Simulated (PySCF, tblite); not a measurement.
# C3H11BN2Si: geometry, infrared bands and NMR shifts

Wanted: the infrared bands and NMR shifts of C3H11BN2Si (`B[C@@H]1CC[Si]1(N)N`), by calculation.

Computed with tblite 0.8.0 and PySCF 2.14.0, with density-fitted response routines of our own, on a single molecule in the gas phase. Atoms count from 0, in the outputs and in this text.

## (1) Starting geometry

18 atoms, charge 0, multiplicity 1; geometry from: force field or distance geometry start.

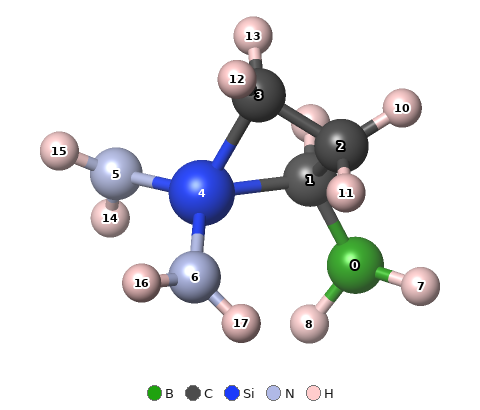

The starting geometry (boron green, carbon dark grey, silicon blue, nitrogen light blue, hydrogen pink), atoms numbered.

## (2) Geometry optimisation with GFN2-xTB

Job settings and geometry (Å):

```
{"job": {"kind": "relax", "xc": "GFN2-xTB", "basis": "xTB"}, "charge": 0, "multiplicity": 1}
B     -1.275900     1.868800    -0.089400
C     -1.080100     0.310000    -0.075500
C     -0.891700    -0.309000     1.304800
C     -0.288300    -1.492100     0.620800
Si     0.622700    -0.301300    -0.468700
N      0.784800    -0.765000    -2.165300
N      1.898800     0.542900     0.325800
H     -1.520400     2.384800     0.965300
H     -0.555000     2.499000    -0.791700
H     -1.856400    -0.285100    -0.606900
H     -1.902600    -0.451300     1.753500
H     -0.173700     0.165000     1.970400
H      0.423400    -2.087500     1.261000
H     -0.965400    -2.192700     0.112200
H      0.716900     0.002700    -2.854000
H      1.480200    -1.496800    -2.356600
H      2.850000     0.180800     0.311800
H      1.724000     1.433100     0.770900
```

Launch:

```console
$ OMP_NUM_THREADS=1 python probes_run.py task.json out
```

This one command runs all jobs of the session in turn.

Log:

```text
step      E/eV     max force
  0    -565.17650    4.433
  1    -565.66309    1.420
  2    -565.81882    1.126
  3    -566.00575    0.820
  4    -566.08515    0.683
  5    -566.15722    0.636
  6    -566.21302    0.667
  7    -566.27821    0.539
  8    -566.32141    0.547
  9    -566.35850    0.422
 10    -566.38756    0.503
 11    -566.41339    0.485
 12    -566.44055    0.449
 13    -566.46733    0.396
 14    -566.49057    0.421
 15    -566.51391    0.425
 16    -566.53514    0.331
 17    -566.54945    0.254
 18    -566.55863    0.206
 19    -566.56618    0.248
 20    -566.57490    0.262
 21    -566.58527    0.234
 22    -566.59648    0.222
 23    -566.60754    0.231
 24    -566.61845    0.264
 25    -566.63004    0.297
 26    -566.64221    0.293
 27    -566.65464    0.332
 28    -566.66536    0.292
 29    -566.67584    0.210
 30    -566.68247    0.240
 31    -566.68985    0.234
 32    -566.69612    0.257
 33    -566.70129    0.168
 34    -566.70471    0.142
 35    -566.70738    0.122
 36    -566.70987    0.118
 37    -566.71239    0.120
 38    -566.71428    0.101
 39    -566.71575    0.091
 40    -566.71732    0.095
 41    -566.71923    0.111
 42    -566.72121    0.107
 43    -566.72296    0.096
 44    -566.72448    0.091
 45    -566.72596    0.105
 46    -566.72744    0.107
 47    -566.72894    0.084
 48    -566.73058    0.120
 49    -566.73258    0.120
 50    -566.73478    0.133
 51    -566.73662    0.109
 52    -566.73787    0.085
 53    -566.73874    0.085
 54    -566.73953    0.064
 55    -566.74037    0.090
 56    -566.74116    0.090
 57    -566.74183    0.070
 58    -566.74234    0.051
 59    -566.74278    0.055
 60    -566.74328    0.075
 61    -566.74378    0.066
 62    -566.74426    0.046
 63    -566.74465    0.046
 64    -566.74501    0.064
 65    -566.74543    0.076
 66    -566.74592    0.061
 67    -566.74636    0.044
 68    -566.74667    0.047
 69    -566.74691    0.042
 70    -566.74715    0.041
 71    -566.74738    0.038
 72    -566.74758    0.032
 73    -566.74771    0.031
 74    -566.74784    0.031
 75    -566.74800    0.032
 76    -566.74819    0.041
 77    -566.74837    0.030
 78    -566.74852    0.031
 79    -566.74865    0.027
 80    -566.74882    0.036
 81    -566.74908    0.045
 82    -566.74942    0.054
 83    -566.74983    0.066
 84    -566.75028    0.059
 85    -566.75075    0.060
 86    -566.75119    0.047
 87    -566.75159    0.046
 88    -566.75190    0.048
 89    -566.75211    0.036
 90    -566.75230    0.039
 91    -566.75247    0.032
 92    -566.75264    0.028
 93    -566.75270    0.018
 94    -566.75275    0.016
 95    -566.75279    0.018
 96    -566.75282    0.011
 97    -566.75284    0.007
```

Wall time 1.2 s (1 thread of Arm Neoverse N1, shared host); peak memory 0.18 GiB.

The steps of the relaxation: (not every step is listed)

```
step  energy from step 0 (eV)  largest force (eV/Å)
   0                   0.0000                4.4329
   1                  -0.4866                1.4196
   2                  -0.6423                1.1255
   3                  -0.8293                0.8196
   4                  -0.9086                0.6833
   5                  -0.9807                0.6363
   6                  -1.0365                0.6674
   7                  -1.1017                0.5392
   8                  -1.1449                0.5473
  16                  -1.3586                0.3308
  24                  -1.4420                0.2639
  32                  -1.5196                0.2574
  40                  -1.5408                0.0950
  48                  -1.5541                0.1202
  56                  -1.5647                0.0898
  64                  -1.5685                0.0637
  72                  -1.5711                0.0318
  80                  -1.5723                0.0358
  88                  -1.5754                0.0475
  92                  -1.5761                0.0276
  93                  -1.5762                0.0178
  94                  -1.5762                0.0164
  95                  -1.5763                0.0178
  96                  -1.5763                0.0110
  97                  -1.5763                0.0073
```

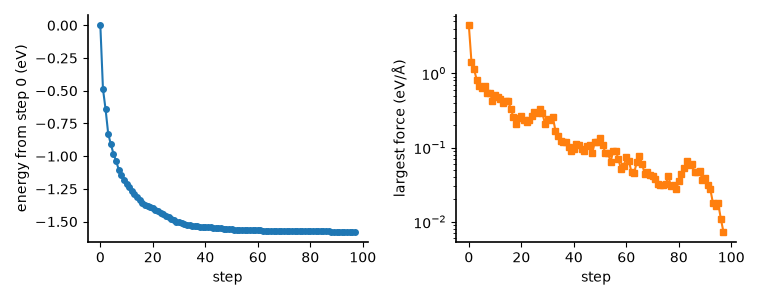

Energy and force, step by step.

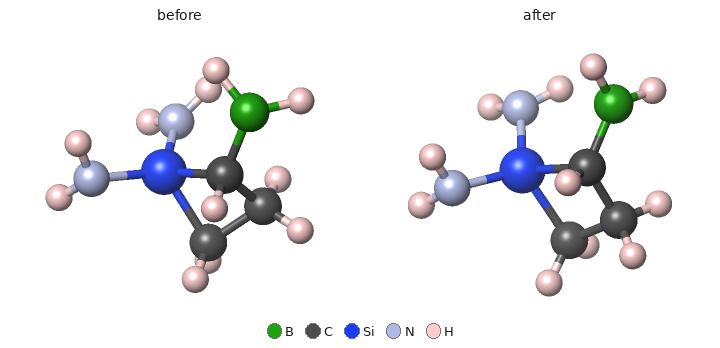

The geometry before (left) and after (right).

Distances of close pairs at the start and the end, largest changes first:

```
  bond  before (Å)  after (Å)  change (Å)
C1–Si4       1.851      1.938      +0.087
C3–Si4       1.853      1.909      +0.056
 C2–C3       1.494      1.544      +0.050
 B0–C1       1.571      1.527      -0.045
C3–H12       1.127      1.088      -0.039
Si4–N5       1.766      1.728      -0.038
N5–H14       1.034      1.008      -0.026
C2–H10       1.115      1.090      -0.026
```

The final coordinates are the input of the step that follows.

## (3) Vibrational analysis with GFN2-xTB

Job settings and geometry (Å):

```
{"job": {"kind": "ir", "xc": "GFN2-xTB", "basis": "xTB"}, "charge": 0, "multiplicity": 1}
B     -0.937422     1.984487     0.236699
C     -1.113829     0.494905    -0.046608
C     -1.277335    -0.530372     1.091359
C     -0.096041    -1.486074     0.817679
Si     0.614832    -0.270977    -0.472018
N      0.734680    -0.960573    -2.051794
N      1.944887     0.770676    -0.096521
H     -0.678283     2.364926     1.317601
H     -1.002824     2.763058    -0.637621
H     -1.776789     0.259910    -0.877318
H     -2.244880    -1.030715     1.066864
H     -1.170317    -0.048752     2.062862
H      0.496934    -1.701421     1.704574
H     -0.428661    -2.439323     0.412701
H      0.714593    -0.324023    -2.832694
H      1.448206    -1.654413    -2.204673
H      2.889399     0.437969    -0.207009
H      1.874092     1.377031     0.704263
```

Log:

```text
mode    cm-1     km/mol
  1      52.8      1.05
  2      72.7     10.95
  3     134.5      6.75
  4     155.4      6.25
  5     186.0      1.06
  6     195.1      5.91
  7     230.7      8.78
  8     234.5     30.15
  9     330.4      2.68
 10     357.3      2.06
 11     466.1     31.71
 12     480.6    177.92
 13     560.2    203.16
 14     643.7     44.22
 15     686.0     18.76
 16     730.8     24.23
 17     775.9     16.01
 18     798.6      7.13
 19     819.1    115.10
 20     829.3    131.85
 21     875.9     82.03
 22     899.3    210.91
 23     918.4    125.81
 24     965.1    145.74
 25    1005.9    108.90
 26    1027.2      5.83
 27    1096.1      5.16
 28    1130.6     10.35
 29    1184.7      9.18
 30    1211.5     79.84
 31    1221.2     29.02
 32    1277.8      1.58
 33    1323.1     45.78
 34    1473.0      1.53
 35    1498.9      1.65
 36    1501.5     57.09
 37    1513.3     46.31
 38    2590.1    175.20
 39    2621.6    192.41
 40    2974.8     10.78
 41    2986.8     21.13
 42    2995.5     84.01
 43    3001.5    109.74
 44    3012.7     50.43
 45    3463.8      1.61
 46    3467.3      0.28
 47    3501.8      2.36
 48    3509.0      4.28
```

Wall time 1.1 s (1 thread of Arm Neoverse N1, shared host); peak memory 0.18 GiB.

The strongest bands and the atoms that carry them (share of the mass-weighted mode):

```
cm⁻¹  km/mol                                 atoms
 481   177.9           H17 45 %, H16 31 %, N6 20 %
 560   203.2           H14 39 %, H15 34 %, N5 24 %
 829   131.8             H7 29 %, H8 25 %, B0 20 %
 899   210.9                     Si4 36 %, N5 20 %
 918   125.8   Si4 26 %, N6 13 %, C1 13 %, N5 11 %
 965   145.7  C1 23 %, H12 15 %, C2 12 %, Si4 10 %
2590   175.2                      H7 84 %, H8 10 %
2622   192.4                               H8 82 %
```

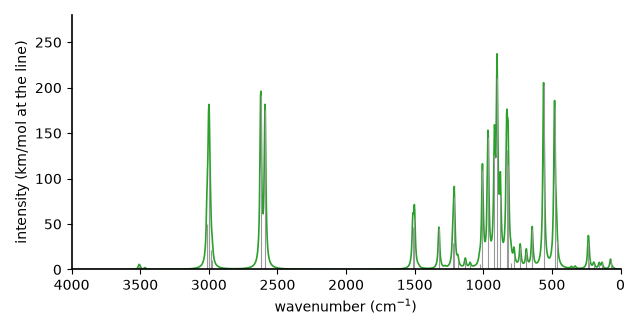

The infrared spectrum from these modes, unscaled. Lines are broadened to a width of 14 cm⁻¹ (Lorentzian).

## (4) Nuclear shieldings: PBE0/pcSseg-1

Same as in step 3 but for these lines:

```diff
@@ -1,2 +1,2 @@
-{"job": {"kind": "ir", "xc": "GFN2-xTB", "basis": "xTB"}, "charge": 0, "multiplicity": 1}
+{"job": {"kind": "nmr", "xc": "PBE0", "basis": "pcSseg-1"}, "charge": 0, "multiplicity": 1}
 B     -0.937422     1.984487     0.236699
```

Method: GIAO PBE0/pcSseg-1 NMR shielding, non-relativistic, gas phase.

Log:

```text
coarse grid: 14912 points
cycle   1  E = -544.2058973884  dE =  7.028e-01  |g| = 6.570e-01  |ddm| = 3.781e+00
cycle   2  E = -544.1699743657  dE =  3.592e-02  |g| = 7.809e-01  |ddm| = 1.206e+00
cycle   3  E = -544.3079339881  dE = -1.380e-01  |g| = 5.234e-02  |ddm| = 6.936e-01
cycle   4  E = -544.3085280233  dE = -5.940e-04  |g| = 2.156e-02  |ddm| = 7.415e-02
cycle   5  E = -544.3086490108  dE = -1.210e-04  |g| = 4.985e-03  |ddm| = 2.363e-02
cycle   6  E = -544.3086541832  dE = -5.172e-06  |g| = 1.694e-03  |ddm| = 5.321e-03
final grid: 137840 points
cycle   7  E = -544.3430900336  dE = -3.552e-05  |g| = 1.037e-02  |ddm| = 2.818e-02
cycle   8  E = -544.3430760359  dE =  1.400e-05  |g| = 1.316e-02  |ddm| = 1.947e-02
cycle   9  E = -544.3431152822  dE = -3.925e-05  |g| = 6.098e-04  |ddm| = 1.045e-02
cycle  10  E = -544.3431153680  dE = -8.581e-08  |g| = 2.199e-04  |ddm| = 7.278e-04
cycle  11  E = -544.3431153786  dE = -1.055e-08  |g| = 7.043e-05  |ddm| = 2.301e-04
cycle  12  E = -544.3431153795  dE = -9.461e-10  |g| = 2.313e-05  |ddm| = 7.882e-05
converged SCF energy = -544.3431153795

GIAO shielding tensors (ppm)
atom      isotropic    diamagn.    paramagn.     s11        s22        s33       span
  0 B       23.757     192.613    -168.856    -56.589      1.251    126.611    183.200
  1 C      123.376     260.932    -137.556     53.522    137.432    179.175    125.653
  2 C      162.028     250.324     -88.296    146.526    164.774    174.784     28.258
  3 C      160.617     257.183     -96.565    131.166    172.281    178.404     47.238
  4 Si     347.645     879.635    -531.989    322.671    333.262    387.002     64.331
  5 N      234.302     316.355     -82.053    214.504    222.750    265.652     51.148
  6 N      227.794     320.045     -92.251    194.193    226.718    262.471     68.278
  7 H       24.406      31.210      -6.804     16.076     27.052     30.090     14.014
  8 H       24.537      30.301      -5.764     17.488     26.716     29.407     11.919
  9 H       27.874      33.408      -5.534     24.135     28.251     31.236      7.101
 10 H       29.411      31.213      -1.801     25.960     26.863     35.411      9.450
 11 H       29.378      32.550      -3.172     25.945     27.111     35.077      9.132
 12 H       30.281      32.172      -1.891     26.398     28.298     36.146      9.748
 13 H       29.903      32.023      -2.119     26.628     28.120     34.961      8.333
 14 H       30.831      30.484       0.347     24.375     26.229     41.890     17.516
 15 H       30.942      29.820       1.123     24.784     26.654     41.389     16.605
 16 H       31.241      30.569       0.672     24.679     26.871     42.173     17.494
 17 H       31.034      32.809      -1.775     23.733     28.619     40.752     17.018
```

Run time: 52 s. Hardware: 1 thread of Arm Neoverse N1, shared host; peak memory 0.83 GiB.

Shifts follow as δ = σ(reference) − σ, with reference shieldings (ppm) from runs at the same level and on the same kind of geometry: 1H TMS 31.72, 13C TMS 186.9, 29Si TMS 349.2, 15N NH3 267.7, 11B BF3·OEt2 100.1. The references are single molecules in the gas phase, so shifts against H2O, NH3, PH3, H3PO4 or CFCl3 are not on the usual liquid scales and can be off by tens of ppm. Atoms listed in one row are averaged.

```
   atoms                                       environment  σ (ppm)  δ (ppm)  δ scaled to CDCl3
      C1                         sp3 CH bonded to B and Si    123.4     63.5               60.1
      C3                              sp3 CH2 bonded to Si    160.6     26.3               23.8
      C2                                 sp3 CH2 in a ring    162.0     24.9               22.4
  H7, H8                   hydrogen on a boron bonded to C    24.47     7.25                  –
      H9          hydrogen on an sp3 CH bonded to B and Si    27.87     3.84               3.73
     H11                  hydrogen on an sp3 CH2 in a ring    29.38     2.34               2.31
     H10                  hydrogen on an sp3 CH2 in a ring    29.41     2.31               2.28
     H13               hydrogen on an sp3 CH2 bonded to Si    29.90     1.81               1.82
     H12               hydrogen on an sp3 CH2 bonded to Si    30.28     1.44               1.46
H14, H15               hydrogen on a nitrogen bonded to Si    30.89     0.83                  –
H16, H17               hydrogen on a nitrogen bonded to Si    31.14     0.58                  –
      B0                            boron bonded to C, 2 H     23.8     76.3                  –
     Si4  silicon bonded to 2 C, 2 N, in a 4-membered ring    347.6      1.5                  –
      N6                        nitrogen bonded to Si, 2 H    227.8     39.9                  –
      N5                        nitrogen bonded to Si, 2 H    234.3     33.4                  –
```

The scaled column applies a straight-line fit of computed shieldings to shifts measured in CDCl3 (root-mean-square error 0.16 ppm for H, 1.9 ppm for C).

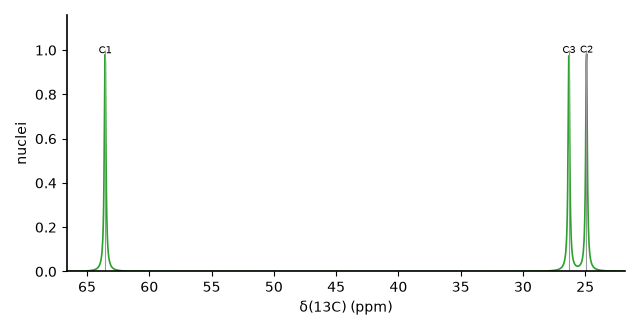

13C lines at the computed shifts, without couplings. Lines are broadened to a width of 0.15 ppm (Lorentzian).

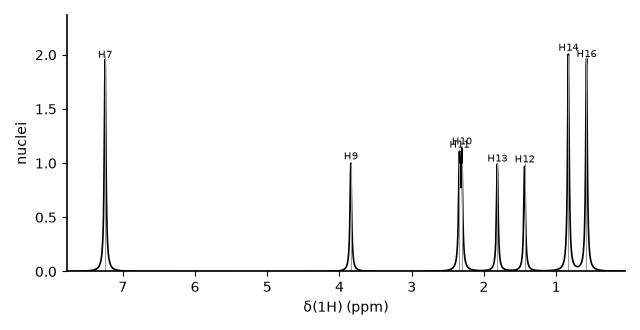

1H lines at the computed shifts, without couplings. Lines are broadened to a width of 0.03 ppm (Lorentzian).

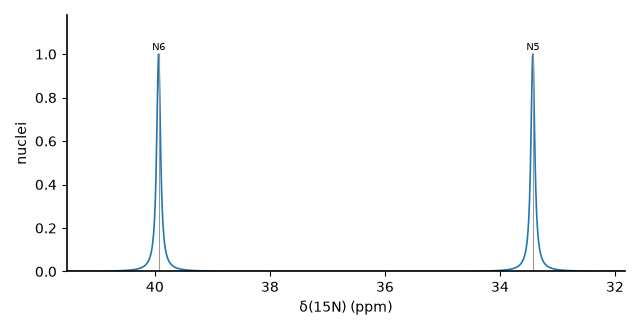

15N lines at the computed shifts, without couplings. Lines are broadened to a width of 0.08 ppm (Lorentzian).

Charges from the same density, by scheme (e):

```
atoms  Mulliken    IAO  Hirshfeld  ESP fit
   B0      0.18  -0.02       0.10     0.13
   C1     -0.74  -0.52      -0.18    -0.28
   C2     -0.14  -0.24      -0.07     0.06
   C3     -0.54  -0.59      -0.18    -0.50
  Si4      1.06   1.27       0.47     1.01
   N5     -0.61  -0.84      -0.32    -1.14
   N6     -0.61  -0.85      -0.32    -1.08
```

Mulliken charges:

B0 0.18; C1 -0.74; C2 -0.14; C3 -0.54; Si4 1.06; N5 -0.61; N6 -0.61; H7 -0.04; H8 -0.01; H9 0.16; H10 0.13; H11 0.11; H12 0.13; H13 0.14; H14 0.19; H15 0.19; H16 0.19; H17 0.20

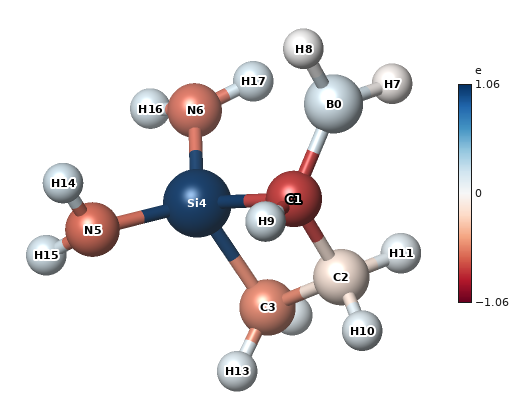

Mulliken charges, as colours on the atoms.

Mayer bond orders: B0–C1 1.09, C1–C2 0.99, C2–C3 1.02, C3–Si4 0.88, Si4–N5 1.09, Si4–N6 1.07, Si4–C1 0.79.

Ring of atoms C1, C2, C3, Si4: NICS(0) -1.2, NICS(1) -0.7, NICS(1)zz 3.0 ppm (means of both faces).

## (5) Summary of results

```
                                                              quantity                                               value
                             strongest single infrared mode (GFN2-xTB)                                899 cm⁻¹, 211 km/mol
                                          zero-point energy (GFN2-xTB)                                       90.0 kcal/mol
                                13C shifts against TMS (PBE0/pcSseg-1)                                63.5, 26.3, 24.9 ppm
1H shifts against TMS (PBE0/pcSseg-1, means over atoms taken as alike)  7.25, 3.84, 2.34, 2.31, 1.81, 1.44, 0.83, 0.58 ppm
                           11B shifts against BF3·OEt2 (PBE0/pcSseg-1)                                            76.3 ppm
                               29Si shifts against TMS (PBE0/pcSseg-1)                                             1.5 ppm
                                15N shifts against NH3 (PBE0/pcSseg-1)                                      39.9, 33.4 ppm
```

Over 97 steps the energy fell by 1.576 eV; of the close pairs, C1–Si4 changed most, 1.851 to 1.938 Å. No mode is imaginary among the 48: a minimum at this level. The strongest single mode, at 899 cm⁻¹, is spread over many atoms; the largest shares are those of Si4, N5. Unscaled tight-binding wavenumbers are off by several per cent, some by more. Its intensities can rank the bands wrongly. At PBE0/pcSseg-1: The largest span, 183 ppm, is at B0, where the paramagnetic term is -169 ppm.
